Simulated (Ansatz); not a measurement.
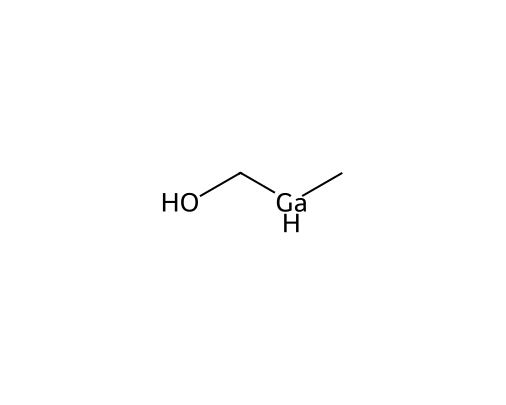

2D structure.

> Give its SMILES.

[CH3][GaH][CH2]O

> What is the molecular formula?

C2H7GaO.

> An optimisation with PBE0-D4/def2-TZVP gave a structure of which point group?

C1. Other conformers may differ.

The parts below concern this one geometry. Atoms keep their numbers from picture to picture. Computed geometry: PBE0-D4/def2-TZVP optimisation.

Shape

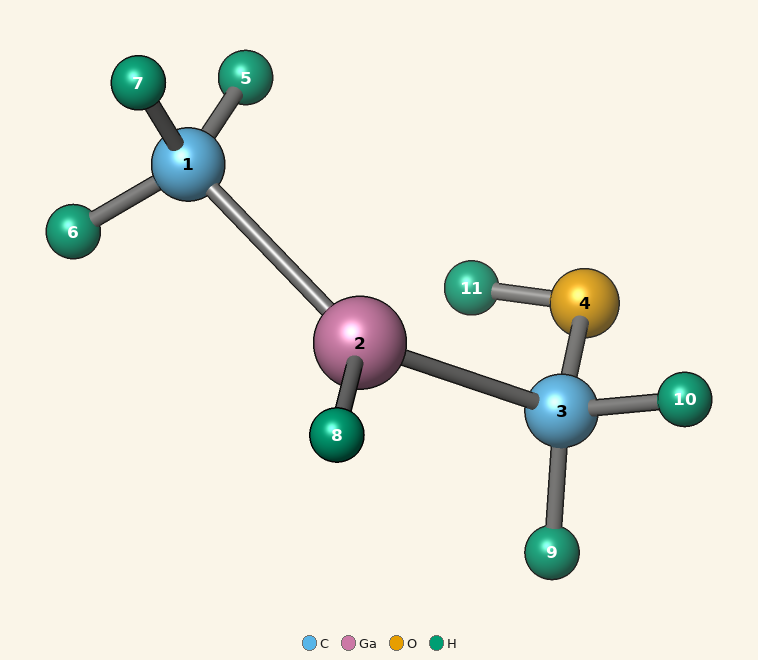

Atoms carry their numbers in the input.

> What is the geometry at O4?

O4 has 2 neighbours (C3 at 1.42, H11 at 0.96 Å); the arrangement is bent.

> Describe the coordination of atom 2.

Ga2 has 3 neighbours (C1 at 1.97, C3 at 1.99, H8 at 1.58 Å); the arrangement is trigonal planar.

> Describe the coordination of atom 1.

C1 has 4 neighbours (Ga2 at 1.97, H5 at 1.09, H6 at 1.10, H7 at 1.09 Å); the arrangement is tetrahedral.

> Describe the coordination of atom 3.

C3 has 4 neighbours (Ga2 at 1.99, O4 at 1.42, H9 at 1.10, H10 at 1.09 Å); the arrangement is tetrahedral.

> What is the dihedral angle C1–Ga2–C3–O4?

10° in size, that is syn (eclipsed).

Vibrations

Harmonic vibrations computed with RKS PBE0-D4/def2-TZVP (Ansatz 0.2.0) at a stationary point of the same level.

> List the wavenumbers.

27 modes: 48, 91, 106, 202, 279, 379, 512, 571, 587, 610, 727, 766, 1058, 1154, 1221, 1251, 1364, 1443, 1453, 1460, 1935, 2976, 3043, 3070, 3121, 3145, 3877 cm⁻¹.

Dipole moment

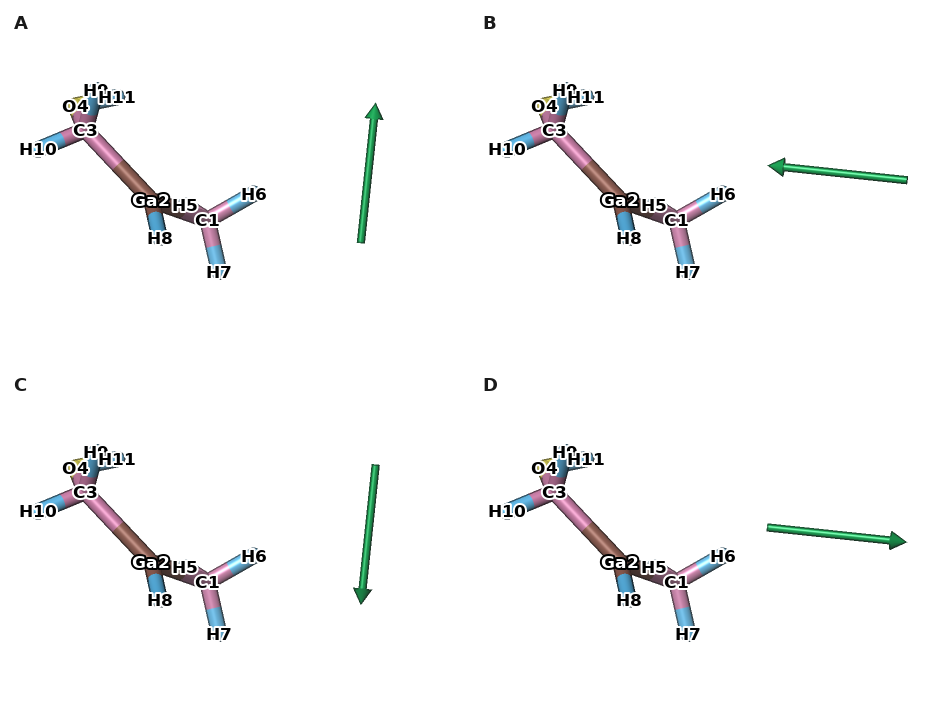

The same molecule four times, each with an arrow. Level of theory: RKS B3LYP-D4/def2-TZVPP (Ansatz 0.2.0).

> Which arrow points along the dipole moment, from the negative to the positive end?

D. The dipole moment is 1.43 D; it points from the side of H10 to the side of H6 (the outermost atoms at the two ends).

Charges

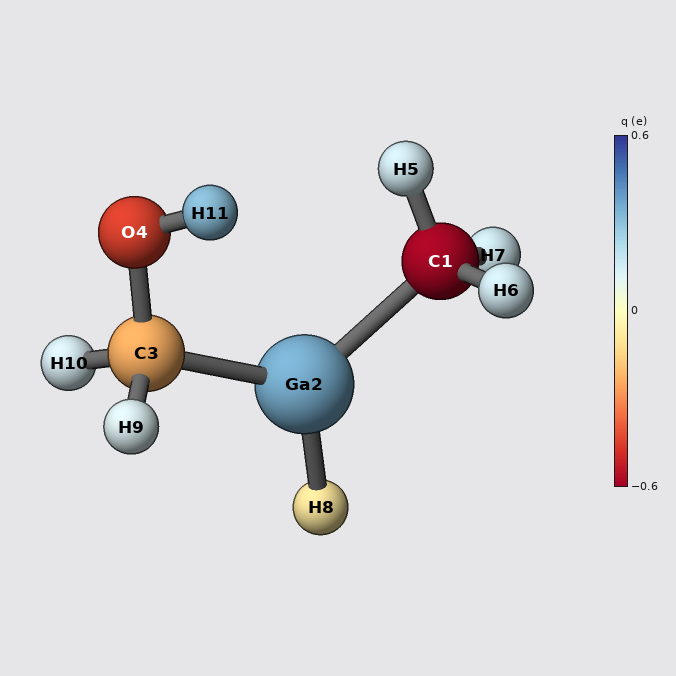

Atoms are coloured by their Mulliken charges. Properties computed with RKS PBE0-D4/def2-TZVP (Ansatz 0.2.0).

Give the Mulliken charges atom by atom.

```
atom  value (e)
  C1      −0.58
 Ga2       0.34
  C3      −0.23
  O4      −0.44
  H5       0.14
  H6       0.14
  H7       0.15
  H8      −0.08
  H9       0.11
 H10       0.13
 H11       0.31
```

Mulliken values depend strongly on the basis set and can even reverse the polarity of a bond.
